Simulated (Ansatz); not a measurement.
# Zr2SiC2: properties of a relaxed candidate

Aim: for this structure of Zr2SiC2, compute bands, density of states and charges.

Program: Ansatz 0.2.0. Level of theory: DFT PBE, scalar-relativistic, plane waves, PAW. These are calculated values, not measurements.

3 further runs of the same task are left out: 1 that didn't finish, 2 set aside as unsound or not needed.

### 1 Starting point

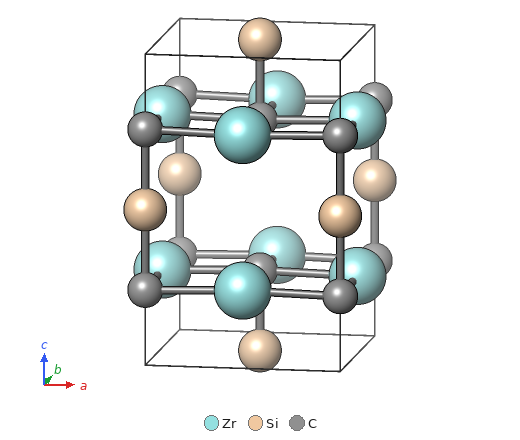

The starting structure, seen slightly off an axis (zirconium light teal, silicon light orange, carbon grey). Atoms on the faces are drawn again on the opposite ones. The cell drawn here is the conventional one.

As a file:

```
CELL_PARAMETERS angstrom
-2.30123 2.30123 3.67653
2.30123 -2.30123 3.67653
2.30123 2.30123 -3.67653
ATOMIC_POSITIONS crystal
Zr 0.75000 0.25000 0.50000
Zr 0.25000 0.75000 0.50000
Si 0.50000 0.50000 0.00000
C 0.75801 0.75801 0.00000
C 0.24199 0.24199 0.00000
```

It is the end of an earlier relaxation with the same method, from a generated guess; it needn't be the stable form of this composition. At a tolerance of 0.05 Å it has space group I4/mmm (No. 139); it has 15.58 Å³/atom, an uncorrected energy of -0.16 eV/atom over the elements.

### 2 Electronic structure at the relaxed geometry

The input, input.yaml:

```yaml
crystal:
  lattice:
    - [-2.3012298578, 2.3012298578, 3.6765314702]
    - [2.3012298578, -2.3012298578, 3.6765314702]
    - [2.3012298578, 2.3012298578, -3.6765314702]
  atoms:
    - { symbol: Zr, position: [0.75, 0.25, 0.5] }
    - { symbol: Zr, position: [0.25, 0.75, 0.5] }
    - { symbol: Si, position: [0.5, 0.5, 0.0] }
    - { symbol: C, position: [0.7580140555, 0.7580140555, 0.0] }
    - { symbol: C, position: [0.2419859445, 0.2419859445, 0.0] }
basis:
  ecutwfc: 420
kpoints:
  mp_grid: { grid: [12, 12, 12] }
  band_path:
    path:
      - [[0.0, 0.0, 0.0], [0.0, 0.0, 0.5], [0.25, 0.25, 0.25], [0.0, 0.5, 0.0], [0.0, 0.0, 0.0], [0.5, 0.5, -0.5], [0.34794526, 0.65205474, -0.34794526]]
      - [[-0.34794526, 0.34794526, 0.34794526], [0.0, 0.0, 0.0]]
      - [[0.0, 0.0, 0.5], [-0.19589052, 0.19589052, 0.5]]
      - [[0.5, 0.5, -0.19589052], [0.5, 0.5, -0.5]]
    npoints: 14
hamiltonian:
  xc: pbe
scf:
  occupations: { method: gaussian, width: 0.1 }
  n_extra_bands: 12
output:
  forces: true
  stress: true
  eigenvalues: true
  populations: true
  dos: { projected: true, de: 0.02, nscf_kmesh: { grid: [15, 15, 15] } }
  bader: true
  write_density: true
  write_potential: true
  elf: true
  volumetric_format: npy
```

The run is started by

```console
$ ansatz run input.yaml --threads 1 --pin off --max-ram 2560MiB --backend cpu --events-out ev --progress --plain --runs-dir out
```

Standard output:

```text
Warning: RAYON_NUM_THREADS=1 ignored (pool sized by the plan → 1); use --threads N
scf.n_extra_bands = 12 over 18 filled bands (N_el = 36.0): the run solves 30 bands
Engine: ansatz 0.2.0, aarch64-unknown-linux-gnu
Pseudopotentials: kind: paw
Pseudopotential: Zr, paw, valence charge 12, recommended cutoff 420 eV (normal), Zr.paw.azcp
Pseudopotential: Si, paw, valence charge 4, recommended cutoff 420 eV (normal), Si.paw.azcp
Pseudopotential: C, paw, valence charge 4, recommended cutoff 420 eV (normal), C.paw.azcp
Functional definition: PBE
  parameter kappa = 0.804
  parameter beta = 0.06672455060314922
  exchange = pbe_x(kappa = kappa, mu = beta*pi^2/3)
  correlation = pbe_c(beta = beta)
Crystal: 5 atoms, lattice volume = 77.879 Å³
Basis set: ecut = 420 eV, 1525 PW (Γ), exchange–correlation on 72×72×72 points (8 copies of the dense FFT grid, shifted against one another)
Bands: 30, of which v1, the nominal top of the filled ones, is band 18 counted from 1 (17 counted from 0)
Symmetry: 16 space group operations
Space group: I4/mmm (ITA 139), of the structure as read, at distance tolerance 4.3e-5 Å
k-points: 163 of 1728
Non-local potential: Zr, projectors of the file, l = 0: 3, l = 1: 2, l = 2: 2, l = 3: 2
Non-local potential: Si, projectors of the file, l = 0: 2, l = 1: 2, l = 2: 2
Non-local potential: C, projectors of the file, l = 0: 2, l = 1: 2, l = 2: 1
PAW form: soft (Blöchl's): semilocal exchange-correlation on the pseudo side does not see the compensation charge
PAW one-centre angular grid: Zr, 590 points (default); XC on 64 Gauss nodes
PAW one-centre angular grid: Si, 110 points (default); XC on 64 Gauss nodes
PAW one-centre angular grid: C, 110 points (default); XC on 64 Gauss nodes
Initial density: superposition of atomic densities (neutral atoms: chi_scale 0, normalization atom), corrected by the library's trained network
Initial wavefunctions: pseudopotential atomic-orbital guess
Functional: x = pbe(κ = 0.804, μ = 0.2195149727645171), c = pbe(β = 0.06672455060314922)
SCF iter   1: F=—  HF=-9506.155972 eV  |F-HF|=—  |Δ(HF+E_count)|=         —  Δρ=5.04e-3  dr2=2.09e-2  ethr=1.77e-3  ⟨swp⟩=5.2  Hψ=22436  notcnv=0  defer=114
preconditioner: auto → Kerker (q_TF=auto, 2.399 Å⁻¹)  [metal: Δε(μ)=0.018 eV  Ē_g=9.010 eV  σ=0.100 eV  W_gap=0.10  n_scr=14 (ndim 8)  ℏωp=18.8 eV  f_vac=0.000  D(μ)=1.24/eV (n_scr^D=8)]
SCF iter   2: F=—  HF=-9506.153789 eV  |F-HF|=—  |Δ(HF+E_count)|=   2.18e-3  Δρ=2.74e-3  dr2=6.79e-3  ethr=5.82e-5  ⟨swp⟩=1.0  Hψ=6194  notcnv=0  defer=164
SCF iter   3: F=—  HF=-9506.153211 eV  |F-HF|=—  |Δ(HF+E_count)|=   5.78e-4  Δρ=4.83e-4  dr2=2.62e-4  ethr=1.89e-5  ⟨swp⟩=2.1  Hψ=5611  notcnv=0  defer=164
SCF iter   4: F=—  HF=-9506.153232 eV  |F-HF|=—  |Δ(HF+E_count)|=   2.13e-5  Δρ=1.47e-4  dr2=3.46e-5  ethr=7.29e-7  ⟨swp⟩=2.1  Hψ=5597  notcnv=0  defer=164
SCF iter   5: F=—  HF=-9506.153243 eV  |F-HF|=—  |Δ(HF+E_count)|=   1.06e-5  Δρ=5.20e-5  dr2=4.06e-6  ethr=9.60e-8  ⟨swp⟩=2.0  Hψ=5287  notcnv=0  defer=164
SCF iter   6: F=—  HF=-9506.153244 eV  |F-HF|=—  |Δ(HF+E_count)|=   1.32e-6  Δρ=1.06e-5  dr2=1.08e-7  ethr=1.13e-8  ⟨swp⟩=2.0  Hψ=5405  notcnv=0  defer=164
SCF iter   7: F=-9506.153244 eV  HF=-9506.153244 eV  |F-HF|=2.96e-9  |Δ(HF+E_count)|=   1.75e-8  Δρ=3.08e-6  dr2=7.81e-9  ethr=2.78e-10  ⟨swp⟩=12.8  Hψ=29239  notcnv=0
SCF 1 converged in 7 iterations: F = -9506.153244 eV  dr2 = 7.81e-9
NSCF: frozen V_eff on 130 k-points
NSCF: frozen V_eff on 288 k-points
SCF converged after 7 iterations
Free energy (F): -9506.153244 eV
Harris-Foulkes:  -9506.153244 eV  (|F-HF|=2.96e-9)
Internal energy: -9506.146932 eV  (E = F + TS)
E sigma→0 (E₀):  -9506.150088 eV
Entropy (-TS):   -0.006312 eV (-1.262 meV/atom)
Fermi energy:    11.496137 eV
--- Per-component energies (eV) ---
  E_band       = -194.325411
  E_kinetic    = 884.070753
  E_local      = -1719.204354  (includes V_loc(G=0)·N_el)
  E_nonlocal   = 235.992800
  E_hartree    = 564.298126
  E_xc         = -476.397853
  E_vxc        = -550.104116  (∫ρ·V_xc dr)
  E_paw        = -6617.106942  (= ΣΔE_a)
  E_vpaw       = -173.674514  (= ΣTr[D̂ρ^β])
  E_aug_tail   = 0.000064  (compensation charges beyond the density's cutoff)
  E_ewald      = -2377.799526
  E_smearing   = -0.006312  (= −TS)
  E_closure    = 0.000000  (closes the sum)
  Σ components = -9506.153244   (vs F -9506.153244, Δ=0.00e0)
--- Forces (eV/Å), atoms counted from 1 ---
  atom   1  Zr     0.00000000     0.00000000     0.00000000
  atom   2  Zr     0.00000000    -0.00000000     0.00000000
  atom   3  Si    -0.00000000     0.00000000    -0.00000000
  atom   4  C      0.00000000     0.00000000    -0.00012362
  atom   5  C      0.00000000    -0.00000000     0.00012362
  max |Σ_I F_I| component: 4.34e-18 eV/Å
--- Stress (GPa, compression-positive) ---
        0.005698       0.000000      -0.000000
        0.000000       0.005698      -0.000000
        0.000000      -0.000000       0.002871
  P = ⅓ Tr σ = 0.0048 GPa (0.048 kbar)
--- Band table (eV; the first three rows and the last of 163) ---
  k-point 0: bands = ["-37.0914", "-36.9958", "-15.3540", "-15.3540", "-15.2077", "-15.1806", "-14.9254", "-14.9254", "-1.2783", "0.3552", "6.0831", "8.5243", "8.5243", "8.7681", "9.0810", "10.0120", "10.0120", "10.1466", "11.4680", "11.4680", "14.5470", "14.5601", "14.5601", "15.6979", "16.2107", "16.5157", "17.0772", "18.2655", "18.2655", "18.4987"]
  k-point 1: bands = ["-37.0885", "-36.9987", "-15.3626", "-15.3206", "-15.2116", "-15.1769", "-14.9666", "-14.9201", "-1.1870", "0.4293", "5.9895", "8.1856", "8.5532", "8.7027", "9.5425", "9.7187", "9.9219", "10.0713", "11.0925", "11.6407", "14.5850", "14.6033", "15.0814", "15.7349", "15.9947", "16.3157", "17.0288", "18.2310", "18.5859", "18.6380"]
  k-point 2: bands = ["-37.0804", "-37.0066", "-15.3860", "-15.2286", "-15.2222", "-15.1669", "-15.0773", "-14.9055", "-0.9313", "0.6382", "5.7424", "7.8642", "8.5334", "8.5744", "8.9971", "9.3162", "9.6624", "10.4921", "10.8275", "12.1633", "14.6639", "14.7491", "15.3432", "15.6432", "15.7616", "16.4469", "16.9109", "18.3486", "19.0191", "19.3031"]
  k-point 162: bands = ["-37.0826", "-37.0038", "-15.3732", "-15.3732", "-15.3368", "-15.0792", "-14.9137", "-14.9137", "-0.5927", "-0.1428", "4.8966", "8.4797", "8.4797", "9.4220", "10.5806", "11.2600", "11.3593", "11.3593", "12.4769", "12.4769", "12.6173", "12.6173", "13.8393", "14.8169", "15.0874", "15.9856", "15.9856", "16.7147", "17.0301", "18.6370"]
--- Löwdin populations: 5 sites ---
  site symbol       q [e]
     0     Zr     11.2766
     1     Zr     11.2766
     2     Si      3.8264
     3      C      4.7175
     4      C      4.7175
  spilling = 0.005151 (of n_electrons = 36.000000)
--- Bader charges: 5 sites ---
  site symbol  charge [e]  shift [e]
     0     Zr      1.7200     0.0008
     1     Zr      1.7200     0.0008
     2     Si      0.5377     0.0131
     3      C     -1.9889     0.0073
     4      C     -1.9888     0.0073
  estimated error of the sums over rays = 6.7e-4 e
```

Wall time 89 s (1 thread of Arm Neoverse V2, shared host); peak memory 0.67 GiB.

Per atom:

```
atom  Löwdin electrons  Bader charge (e)  Bader volume (Å³)
 Zr1             11.28             +1.72               14.4
 Zr2             11.28             +1.72               14.4
 Si3              3.83             +0.54               17.8
  C4              4.72             -1.99               15.7
  C5              4.72             -1.99               15.7
```

The Löwdin counts miss 0.19 of the 36 electrons, which the atomic orbitals do not span, so they are no charges.

bands.tsv at the labelled points (eV, zero at the Fermi level; the bands nearest the Fermi level):

```tsv
point	band 15	band 16	band 17	band 18	band 19	band 20	band 21	band 22
Γ	-2.42	-1.48	-1.48	-1.35	-0.03	-0.03	3.05	3.06
X	-3.36	-3.27	-1.72	-0.80	0.78	2.39	3.35	3.60
P	-3.50	-3.50	-1.24	-1.24	2.10	2.68	3.19	3.65
N	-3.11	-2.09	-0.85	-0.11	0.03	0.83	3.10	3.53
Γ	-2.42	-1.48	-1.48	-1.35	-0.03	-0.03	3.05	3.06
M	-0.92	-0.24	-0.14	-0.14	0.98	0.98	1.12	1.12
S	-2.29	-1.74	-0.98	0.13	1.18	1.26	2.00	2.49
S0	-2.29	-1.74	-0.98	0.13	1.18	1.26	2.00	2.49
Γ	-2.42	-1.48	-1.48	-1.35	-0.03	-0.03	3.05	3.06
X	-3.36	-3.27	-1.72	-0.80	0.78	2.39	3.35	3.60
R	-2.86	-2.57	-1.26	-0.34	1.38	1.88	2.32	2.48
G	-2.86	-2.57	-1.26	-0.34	1.38	1.88	2.32	2.48
M	-0.92	-0.24	-0.14	-0.14	0.98	0.98	1.12	1.12
```

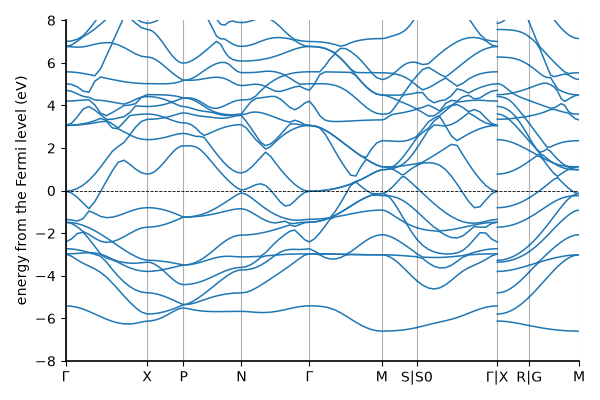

Bands along the path. Deeper bands lie below the window drawn.

States per cell in windows of 1 eV, from dos.tsv and pdos.tsv (zero at the Fermi level):

```csv
from,to,total,Zr 4d,Si 3p,C 2p
-8,-7,0.00,0.00,0.00,0.00
-7,-6,0.89,0.22,0.02,0.24
-6,-5,1.47,0.37,0.09,0.39
-5,-4,1.96,0.42,0.38,0.83
-4,-3,4.21,1.15,0.74,1.96
-3,-2,2.59,0.77,0.25,1.37
-2,-1,2.68,1.26,0.29,0.93
-1,0,2.19,1.04,0.43,0.54
0,1,1.45,0.67,0.13,0.44
1,2,2.82,1.64,0.15,0.56
2,3,3.42,2.43,0.11,0.46
3,4,3.73,2.59,0.12,0.45
4,5,3.52,2.30,0.26,0.43
5,6,2.80,1.52,0.49,0.36
```

Below -8 eV lie 20 or so more states.

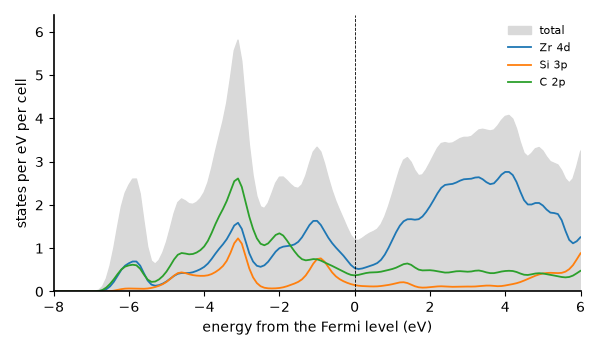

Total and projected density of states, smoothed over about 0.40 eV.

The maps below are laid out on this run's own conventional cell (a, b, c = 4.602, 4.602, 7.353 Å).

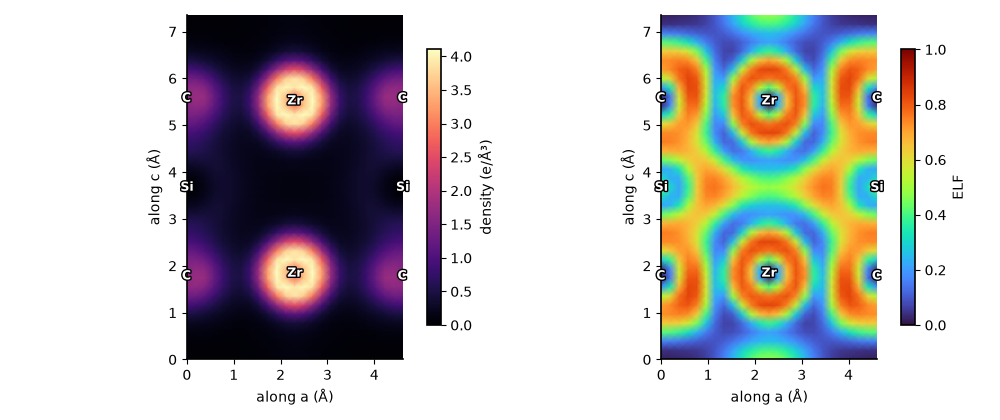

Density (left) and ELF (right) in a lattice plane of the grid's cell (edges 4.60 and 7.35 Å, at 0.000 of the third edge), which holds Zr and Si and C. Only atoms in the plane are labelled. Both are smooth fields of the valence electrons: close to the nuclei they are not physical.

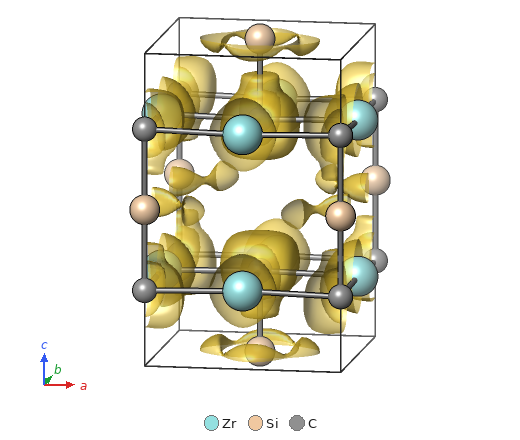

Surface of ELF = 0.71, drawn in one cell.

The highest ELF values outside the cores: 0.85 beside C, off the lines to its neighbours, 0.7 Å from C; 0.77 beside Si, off the lines to its neighbours, 1.2 Å from Si; 0.75 on the C–Si line, 0.9 Å from C.

### 3 Summary of results

| quantity | value |
| --- | --- |
| gap | none (metal) |
| states at the Fermi level | 1.02 per eV per cell |
| Bader charges | Zr +1.72, Si +0.54, C -1.99 e |

**Reading.** Bands cross the Fermi level: a metal at this level of theory. Of the projected weight within 0.25 eV of the Fermi level, the largest part is Zr 4d (47 %) and C 2p (32 %). Bader charges reach 2.0 e, so charge transfer in this metal is strong.
